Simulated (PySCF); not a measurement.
# Au²⁺: excitation energy in ANO-RCC-VTZP

Wanted: the excitation energy of gold, up a ladder of methods.

Method: unrestricted determinants in a Gaussian basis, no spin-orbit coupling in the energies. Code: PySCF 2.14.0.

## Step 1: The system

```
Element                                   : gold (Z = 79)
Basis                                     : ANO-RCC-VTZP (8s7p5d3f1g, 84 functions)
Hamiltonian                               : the spin-free X2C one-electron Hamiltonian (Gaussian nucleus)
State 1                                   : Au²⁺: [Xe] 4f14 5d8 6s1, 6s spin antiparallel (an excited configuration)
Needed too, but not shown                 : Au²⁺ [Xe] 4f14 5d9 (2D)
Methods                                   : UHF, LDA, PBE, PBE0, r2SCAN, PBEsol, BLYP, M06-2X, MP2
Core shells frozen in the correlated runs : valence: [Xe] 4f14; valence and next inner shell: [Kr] 4d10 4f14 (for Au²⁺)
```

One driver process ran all states and methods and kept the integrals in memory. Each run is shown as a PySCF script that sums up its settings (the driver passes frozen orbitals as a list and adds second-order terms of double hybrids); the logs are those of the runs themselves. The driver starts from symmetry-adapted Hartree-Fock orbitals, holds the occupation by maximum overlap and uses a logarithmic radial grid for functionals, so a plain start would take other cycles.

The integrals over 84 functions and the set-up took 42 s of CPU time.

## Step 2: Au²⁺ [Xe] 4f14 5d8 6s1, s spin flipped, method by method

UHF:

input.py

```python
from pyscf import gto, scf, dft, mp, cc
import basis_set_exchange as bse
mol = gto.M(atom="Au 0 0 0", charge=2, spin=1, symmetry="D2h",
            basis=gto.basis.parse(bse.get_basis("ANO-RCC-VTZP", elements=["Au"], fmt="nwchem")),
            nucmod="G")
mf = scf.UHF(mol).sfx2c1e()
mf.irrep_nelec = {'Ag': (11, 10), 'B1g': (3, 3), 'B2g': (3, 3), 'B3g': (3, 3), 'Au': (1, 1), 'B1u': (6, 6), 'B2u': (6, 6), 'B3u': (6, 6)}
mf.kernel()
```

Output:

```text
damping factor = 0
level_shift factor = 0
DIIS = <class 'pyscf.scf.diis.CDIIS'>
diis_start_cycle = 1
diis_space = 10
diis_damp = 0
SCF conv_tol = 1e-09
SCF conv_tol_grad = None
number electrons alpha = 39  beta = 38
cycle= 1 E= -19006.9497846274  delta_E= -0.00696  |g|= 0.031  |ddm|= 0.0486
cycle= 2 E= -19006.950003486  delta_E= -0.000219  |g|= 0.00593  |ddm|= 0.0088
cycle= 3 E= -19006.9500123915  delta_E= -8.91e-06  |g|= 0.000963  |ddm|= 0.0023
cycle= 4 E= -19006.9500125441  delta_E= -1.53e-07  |g|= 0.000256  |ddm|= 0.000287
cycle= 5 E= -19006.9500125717  delta_E= -2.77e-08  |g|= 2.91e-05  |ddm|= 0.000189
cycle= 6 E= -19006.9500125722  delta_E= -4.95e-10  |g|= 5.31e-06  |ddm|= 2.75e-05
converged SCF energy = -19006.9500125722  <S^2> = 1.7546835  2S+1 = 2.8317369
```

CPU time 1.4 s on a shared host, the integrals not counted.

The occupied shells:

```tsv
shell	electrons	mean orbital energy (eV)	spread (eV)	rms radius (bohr)
1s β	1	-81177.2	0	0.0190
1s α	1	-81177.1	0	0.0190
2s α	1	-14495.8	0	0.0768
2s β	1	-14495.5	0	0.0768
2p α	3	-12587.3	0	0.0705
2p β	3	-12587.0	0	0.0705
3s α	1	-3509.7	0	0.196
3s β	1	-3509.7	0	0.196
3p α	3	-2944.5	0	0.198
3p β	3	-2944.4	0	0.198
3d α	5	-2312.8	0.121	0.182
3d β	5	-2312.6	0.383	0.182
4s α	1	-818.94	0	0.433
4s β	1	-818.71	0	0.433
4p α	3	-629.61	0	0.460
4p β	3	-629.25	0	0.460
4d α	5	-392.56	0.343	0.492
4d β	5	-391.97	0.810	0.492
5s α	1	-154.59	0	0.993
5s β	1	-151.88	0	0.993
4f α	7	-129.58	0.437	0.544
4f β	7	-129.21	0.112	0.544
5p α	3	-101.90	0	1.14
5p β	3	-97.662	0	1.14
5d α	5	-37.613	1.152	1.56
5d β	3	-36.219	0	1.56
6s β	1	-26.355	0	2.68
```

⟨S²⟩ = 1.755, ⟨L²⟩ = 12.04.

Spin-orbit constants on these orbitals (cm⁻¹; bare nucleus, screened nucleus, mean field): 5d 6738, 5885, n/a.

Spin-orbit coupling, absent here, splits the open shell strongly. With the s spin flipped the determinant is a mixture of two multiplicities, not a spectroscopic state.

LDA:

input.py differs from the last one in:

```diff
@@ -5,3 +5,3 @@
             nucmod="G")
-mf = scf.UHF(mol).sfx2c1e()
+mf = dft.UKS(mol, xc="LDA,VWN").sfx2c1e()
 mf.irrep_nelec = {'Ag': (11, 10), 'B1g': (3, 3), 'B2g': (3, 3), 'B3g': (3, 3), 'Au': (1, 1), 'B1u': (6, 6), 'B2u': (6, 6), 'B3u': (6, 6)}
```

Output:

```text
damping factor = 0
level_shift factor = 0
DIIS = <class 'pyscf.scf.diis.CDIIS'>
diis_start_cycle = 1
diis_space = 10
diis_damp = 0
SCF conv_tol = 1e-09
SCF conv_tol_grad = None
number electrons alpha = 39  beta = 38
XC functionals = LDA,VWN
    P. A. M. Dirac.,  Math. Proc. Cambridge Philos. Soc. 26, 376 (1930)
    F. Bloch.,  Z. Phys. 57, 545 (1929)
    S. H. Vosko, L. Wilk, and M. Nusair.,  Can. J. Phys. 58, 1200 (1980)
cycle= 1 E= -19000.9025384755  delta_E= -0.0235  |g|= 0.246  |ddm|= 0.16
cycle= 2 E= -19000.9015479674  delta_E= 0.000991  |g|= 0.238  |ddm|= 0.0838
cycle= 3 E= -19000.9077668663  delta_E= -0.00622  |g|= 0.0184  |ddm|= 0.0543
cycle= 4 E= -19000.9078389061  delta_E= -7.2e-05  |g|= 0.000526  |ddm|= 0.00735
cycle= 5 E= -19000.9078390014  delta_E= -9.53e-08  |g|= 2.07e-05  |ddm|= 0.000318
cycle= 6 E= -19000.9078390015  delta_E= -7.64e-11  |g|= 8.41e-07  |ddm|= 9.37e-06
converged SCF energy = -19000.9078390015  <S^2> = 1.7509084  2S+1 = 2.8290694
```

CPU time 3 s on a shared host, the integrals not counted.

PBE:

input.py differs from the last one in:

```diff
@@ -5,3 +5,3 @@
             nucmod="G")
-mf = dft.UKS(mol, xc="LDA,VWN").sfx2c1e()
+mf = dft.UKS(mol, xc="PBE").sfx2c1e()
 mf.irrep_nelec = {'Ag': (11, 10), 'B1g': (3, 3), 'B2g': (3, 3), 'B3g': (3, 3), 'Au': (1, 1), 'B1u': (6, 6), 'B2u': (6, 6), 'B3u': (6, 6)}
```

Output:

```text
damping factor = 0
level_shift factor = 0
DIIS = <class 'pyscf.scf.diis.CDIIS'>
diis_start_cycle = 1
diis_space = 10
diis_damp = 0
SCF conv_tol = 1e-09
SCF conv_tol_grad = None
number electrons alpha = 39  beta = 38
XC functionals = PBE
    J. P. Perdew, K. Burke, and M. Ernzerhof.,  Phys. Rev. Lett. 77, 3865 (1996)
    J. P. Perdew, K. Burke, and M. Ernzerhof.,  Phys. Rev. Lett. 78, 1396 (1997)
    J. P. Perdew, K. Burke, and M. Ernzerhof.,  Phys. Rev. Lett. 77, 3865 (1996)
    J. P. Perdew, K. Burke, and M. Ernzerhof.,  Phys. Rev. Lett. 78, 1396 (1997)
cycle= 1 E= -19012.6961744824  delta_E= -0.0196  |g|= 0.223  |ddm|= 0.144
cycle= 2 E= -19012.6954938498  delta_E= 0.000681  |g|= 0.215  |ddm|= 0.0745
cycle= 3 E= -19012.7004945277  delta_E= -0.005  |g|= 0.0164  |ddm|= 0.0485
cycle= 4 E= -19012.7005522741  delta_E= -5.77e-05  |g|= 0.000355  |ddm|= 0.00661
cycle= 5 E= -19012.7005523185  delta_E= -4.44e-08  |g|= 1.84e-05  |ddm|= 0.000225
cycle= 6 E= -19012.7005523186  delta_E= -8e-11  |g|= 6.7e-07  |ddm|= 1.02e-05
converged SCF energy = -19012.7005523186  <S^2> = 1.7512913  2S+1 = 2.8293401
```

CPU time 6 s on a shared host, the integrals not counted.

PBE0:

input.py differs from the last one in:

```diff
@@ -5,3 +5,3 @@
             nucmod="G")
-mf = dft.UKS(mol, xc="PBE").sfx2c1e()
+mf = dft.UKS(mol, xc="PBE0").sfx2c1e()
 mf.irrep_nelec = {'Ag': (11, 10), 'B1g': (3, 3), 'B2g': (3, 3), 'B3g': (3, 3), 'Au': (1, 1), 'B1u': (6, 6), 'B2u': (6, 6), 'B3u': (6, 6)}
```

Output:

```text
damping factor = 0
level_shift factor = 0
DIIS = <class 'pyscf.scf.diis.CDIIS'>
diis_start_cycle = 1
diis_space = 10
diis_damp = 0
SCF conv_tol = 1e-09
SCF conv_tol_grad = None
number electrons alpha = 39  beta = 38
XC functionals = PBE0
    C. Adamo and V. Barone.,  J. Chem. Phys. 110, 6158 (1999)
    M. Ernzerhof and G. E. Scuseria.,  J. Chem. Phys. 110, 5029 (1999)
cycle= 1 E= -19012.4356360867  delta_E= -0.0128  |g|= 0.133  |ddm|= 0.0997
cycle= 2 E= -19012.4359412207  delta_E= -0.000305  |g|= 0.108  |ddm|= 0.0373
cycle= 3 E= -19012.4371360859  delta_E= -0.00119  |g|= 0.00881  |ddm|= 0.0227
cycle= 4 E= -19012.437150862  delta_E= -1.48e-05  |g|= 0.000269  |ddm|= 0.00318
cycle= 5 E= -19012.4371508956  delta_E= -3.36e-08  |g|= 1.28e-05  |ddm|= 0.000225
cycle= 6 E= -19012.4371508957  delta_E= -6.18e-11  |g|= 1.2e-06  |ddm|= 1.29e-05
converged SCF energy = -19012.4371508957  <S^2> = 1.7518215  2S+1 = 2.8297148
```

CPU time 6.4 s on a shared host, the integrals not counted.

r2SCAN:

input.py differs from the last one in:

```diff
@@ -5,3 +5,3 @@
             nucmod="G")
-mf = dft.UKS(mol, xc="PBE0").sfx2c1e()
+mf = dft.UKS(mol, xc="R2SCAN").sfx2c1e()
 mf.irrep_nelec = {'Ag': (11, 10), 'B1g': (3, 3), 'B2g': (3, 3), 'B3g': (3, 3), 'Au': (1, 1), 'B1u': (6, 6), 'B2u': (6, 6), 'B3u': (6, 6)}
```

Output:

```text
damping factor = 0
level_shift factor = 0
DIIS = <class 'pyscf.scf.diis.CDIIS'>
diis_start_cycle = 1
diis_space = 10
diis_damp = 0
SCF conv_tol = 1e-09
SCF conv_tol_grad = None
number electrons alpha = 39  beta = 38
XC functionals = R2SCAN
    J. W. Furness, A. D. Kaplan, J. Ning, J. P. Perdew, and J. Sun.,  J. Phys. Chem. Lett. 11, 8208-8215 (2020)
    J. W. Furness, A. D. Kaplan, J. Ning, J. P. Perdew, and J. Sun.,  J. Phys. Chem. Lett. 11, 9248-9248 (2020)
    J. W. Furness, A. D. Kaplan, J. Ning, J. P. Perdew, and J. Sun.,  J. Phys. Chem. Lett. 11, 8208-8215 (2020)
    J. W. Furness, A. D. Kaplan, J. Ning, J. P. Perdew, and J. Sun.,  J. Phys. Chem. Lett. 11, 9248-9248 (2020)
cycle= 1 E= -19012.6976330236  delta_E= -0.0172  |g|= 0.18  |ddm|= 0.122
cycle= 2 E= -19012.6977841903  delta_E= -0.000151  |g|= 0.158  |ddm|= 0.0517
cycle= 3 E= -19012.7003184271  delta_E= -0.00253  |g|= 0.0141  |ddm|= 0.0334
cycle= 4 E= -19012.7003587309  delta_E= -4.03e-05  |g|= 0.000317  |ddm|= 0.00536
cycle= 5 E= -19012.7003587761  delta_E= -4.51e-08  |g|= 1.57e-05  |ddm|= 0.000279
cycle= 6 E= -19012.7003587762  delta_E= -1.46e-10  |g|= 1.11e-06  |ddm|= 1.49e-05
converged SCF energy = -19012.7003587762  <S^2> = 1.7534445  2S+1 = 2.8308617
```

CPU time 12 s on a shared host, the integrals not counted.

PBEsol:

input.py differs from the last one in:

```diff
@@ -5,3 +5,3 @@
             nucmod="G")
-mf = dft.UKS(mol, xc="R2SCAN").sfx2c1e()
+mf = dft.UKS(mol, xc="PBEsol").sfx2c1e()
 mf.irrep_nelec = {'Ag': (11, 10), 'B1g': (3, 3), 'B2g': (3, 3), 'B3g': (3, 3), 'Au': (1, 1), 'B1u': (6, 6), 'B2u': (6, 6), 'B3u': (6, 6)}
```

Output:

```text
damping factor = 0
level_shift factor = 0
DIIS = <class 'pyscf.scf.diis.CDIIS'>
diis_start_cycle = 1
diis_space = 10
diis_damp = 0
SCF conv_tol = 1e-09
SCF conv_tol_grad = None
number electrons alpha = 39  beta = 38
XC functionals = PBEsol
    J. P. Perdew, A. Ruzsinszky, G. I. Csonka, O. A. Vydrov, G. E. Scuseria, L. A. Constantin, X. Zhou, and K. Burke.,  Phys. Rev. Lett. 100, 136406 (2008)
    J. P. Perdew, A. Ruzsinszky, G. I. Csonka, O. A. Vydrov, G. E. Scuseria, L. A. Constantin, X. Zhou, and K. Burke.,  Phys. Rev. Lett. 100, 136406 (2008)
cycle= 1 E= -19006.9459972292  delta_E= -0.021  |g|= 0.237  |ddm|= 0.149
cycle= 2 E= -19006.9452636367  delta_E= 0.000734  |g|= 0.227  |ddm|= 0.0781
cycle= 3 E= -19006.950803362  delta_E= -0.00554  |g|= 0.0176  |ddm|= 0.0508
cycle= 4 E= -19006.9508692267  delta_E= -6.59e-05  |g|= 0.000391  |ddm|= 0.00701
cycle= 5 E= -19006.95086928  delta_E= -5.33e-08  |g|= 1.86e-05  |ddm|= 0.000242
cycle= 6 E= -19006.9508692801  delta_E= -1.02e-10  |g|= 7.33e-07  |ddm|= 1.01e-05
converged SCF energy = -19006.9508692801  <S^2> = 1.7513253  2S+1 = 2.8293641
```

CPU time 5.9 s on a shared host, the integrals not counted.

BLYP:

input.py differs from the last one in:

```diff
@@ -5,3 +5,3 @@
             nucmod="G")
-mf = dft.UKS(mol, xc="PBEsol").sfx2c1e()
+mf = dft.UKS(mol, xc="BLYP").sfx2c1e()
 mf.irrep_nelec = {'Ag': (11, 10), 'B1g': (3, 3), 'B2g': (3, 3), 'B3g': (3, 3), 'Au': (1, 1), 'B1u': (6, 6), 'B2u': (6, 6), 'B3u': (6, 6)}
```

Output:

```text
damping factor = 0
level_shift factor = 0
DIIS = <class 'pyscf.scf.diis.CDIIS'>
diis_start_cycle = 1
diis_space = 10
diis_damp = 0
SCF conv_tol = 1e-09
SCF conv_tol_grad = None
number electrons alpha = 39  beta = 38
XC functionals = BLYP
    A. D. Becke.,  Phys. Rev. A 38, 3098 (1988)
    C. Lee, W. Yang, and R. G. Parr.,  Phys. Rev. B 37, 785 (1988)
    B. Miehlich, A. Savin, H. Stoll, and H. Preuss.,  Chem. Phys. Lett. 157, 200 (1989)
cycle= 1 E= -19013.7485832125  delta_E= -0.0206  |g|= 0.246  |ddm|= 0.16
cycle= 2 E= -19013.7471711063  delta_E= 0.00141  |g|= 0.248  |ddm|= 0.0922
cycle= 3 E= -19013.7541733044  delta_E= -0.007  |g|= 0.0157  |ddm|= 0.058
cycle= 4 E= -19013.754226963  delta_E= -5.37e-05  |g|= 0.000508  |ddm|= 0.0065
cycle= 5 E= -19013.7542270545  delta_E= -9.14e-08  |g|= 2.15e-05  |ddm|= 0.00032
cycle= 6 E= -19013.7542270546  delta_E= -1.16e-10  |g|= 8.66e-07  |ddm|= 1.02e-05
converged SCF energy = -19013.7542270546  <S^2> = 1.751092  2S+1 = 2.8291992
```

It used 5.9 s of CPU time after the integrals (shared host).

M06-2X:

input.py differs from the last one in:

```diff
@@ -5,3 +5,3 @@
             nucmod="G")
-mf = dft.UKS(mol, xc="BLYP").sfx2c1e()
+mf = dft.UKS(mol, xc="M062X").sfx2c1e()
 mf.irrep_nelec = {'Ag': (11, 10), 'B1g': (3, 3), 'B2g': (3, 3), 'B3g': (3, 3), 'Au': (1, 1), 'B1u': (6, 6), 'B2u': (6, 6), 'B3u': (6, 6)}
```

Output:

```text
damping factor = 0
level_shift factor = 0
DIIS = <class 'pyscf.scf.diis.CDIIS'>
diis_start_cycle = 1
diis_space = 10
diis_damp = 0
SCF conv_tol = 1e-09
SCF conv_tol_grad = None
number electrons alpha = 39  beta = 38
XC functionals = M062X
    Y. Zhao and D. G. Truhlar.,  Theor. Chem. Acc. 120, 215 (2008)
    Y. Zhao and D. G. Truhlar.,  Theor. Chem. Acc. 120, 215 (2008)
cycle= 1 E= -19014.6318054617  delta_E= -0.0191  |g|= 0.0722  |ddm|= 0.101
cycle= 2 E= -19014.6321614683  delta_E= -0.000356  |g|= 0.043  |ddm|= 0.0196
cycle= 3 E= -19014.6323305144  delta_E= -0.000169  |g|= 0.00631  |ddm|= 0.00873
cycle= 4 E= -19014.6323483003  delta_E= -1.78e-05  |g|= 0.00198  |ddm|= 0.00941
cycle= 5 E= -19014.6325557228  delta_E= -0.000207  |g|= 0.00784  |ddm|= 0.0385
cycle= 6 E= -19014.6323373236  delta_E= 0.000218  |g|= 0.000164  |ddm|= 0.0492
cycle= 7 E= -19014.6323373443  delta_E= -2.07e-08  |g|= 0.000116  |ddm|= 0.00133
cycle= 8 E= -19014.6323372977  delta_E= 4.66e-08  |g|= 1.54e-05  |ddm|= 0.000815
cycle= 9 E= -19014.6323372971  delta_E= 6.29e-10  |g|= 5.94e-07  |ddm|= 8.52e-05
converged SCF energy = -19014.6323372971  <S^2> = 1.7511719  2S+1 = 2.8292557
```

CPU time 17 s on a shared host, the integrals not counted.

MP2 (valence):

input.py differs from the last one in:

```diff
@@ -5,4 +5,5 @@
             nucmod="G")
-mf = dft.UKS(mol, xc="M062X").sfx2c1e()
+mf = scf.UHF(mol).sfx2c1e()
 mf.irrep_nelec = {'Ag': (11, 10), 'B1g': (3, 3), 'B2g': (3, 3), 'B3g': (3, 3), 'Au': (1, 1), 'B1u': (6, 6), 'B2u': (6, 6), 'B3u': (6, 6)}
 mf.kernel()
+mp.UMP2(mf, frozen=34).kernel()
```

The driver printed no log here.

It used 0.51 s of CPU time after the integrals (shared host).

With 9 electrons correlated, the MP2 correlation energy is -0.22875 hartree (-0.07782 same spin, -0.15093 opposite spin); the SCS form gives -0.20706. Largest pairs of shells: 5d-5d -0.1797, 5d-6s -0.0490, 6s-6s 0.0000.

## Step 3: Au²⁺ [Xe] 4f14 5d8 6s1, s spin flipped, continued

MP2 (valence and next inner shell):

input.py: that of step 2 with these lines changed.

```diff
@@ -8,2 +8,2 @@
 mf.kernel()
-mp.UMP2(mf, frozen=34).kernel()
+mp.UMP2(mf, frozen=30).kernel()
```

This step left no log, only its results.

It used 0.69 s of CPU time after the integrals (shared host).

With 17 electrons correlated, the MP2 correlation energy is -0.44283 hartree (-0.14524 same spin, -0.29759 opposite spin); the SCS form gives -0.40552. Largest pairs of shells: 5d-5d -0.1797, 5p-5d -0.1334, 5d-6s -0.0490, 5p-5p -0.0364, 5s-5d -0.0171.

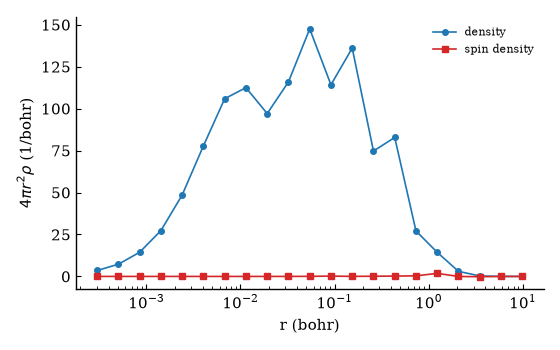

Radial density 4πr²ρ of Au²⁺ at UHF, without picture-change correction, at 21 stored radii joined by straight lines.

## Step 4: The energy differences

Excitation energy: Au²⁺ [Xe] 4f14 5d9 (2D) → Au²⁺ [Xe] 4f14 5d8 6s1, s spin flipped.

```tsv
method	value (eV)
UHF	4.782
LDA	4.682
PBE	4.603
PBE0	4.803
r2SCAN	4.473
PBEsol	4.684
BLYP	4.389
M06-2X	5.057
MP2 (valence)	5.141
SCS-MP2 (valence)	5.083
MP2 (valence and next inner shell)	4.975
SCS-MP2 (valence and next inner shell)	4.930
```

The upper determinant mixes two multiplicities, so it lies between the two terms.

The differences also use runs on Au²⁺ [Xe] 4f14 5d9 (2D), which are not shown here.

## Step 5: What came out

| quantity | value |
| --- | --- |
| excitation energy, Au²⁺ → [Xe] 4f14 5d8 6s1, s spin flipped | UHF 4.782, MP2 (valence and next inner shell) 4.975 eV |

The methods span 0.752 eV, from BLYP (4.389) to MP2 (valence) (5.141). No reference value is at hand in this session. The basis is finite, and no extrapolation was made.
